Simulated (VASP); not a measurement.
Band structure of Sr (fcc). Level of theory: AM05 GGA, VASP's PBE PAW potentials (set 64) (plane waves; VASP).

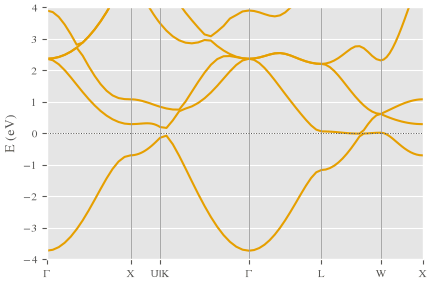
Figure. Bands along high-symmetry lines, zero at the valence-band maximum or, without a gap, the Fermi level

**Question.** Read the plot: is there a gap, and where are the band edges?

**Answer.** It has no gap at this level: it comes out as a metal or semimetal. (Edges off the drawn lines would not show.)

The compound is Sr in the fcc structure. It was relaxed first, which changed the volume by -5 %.
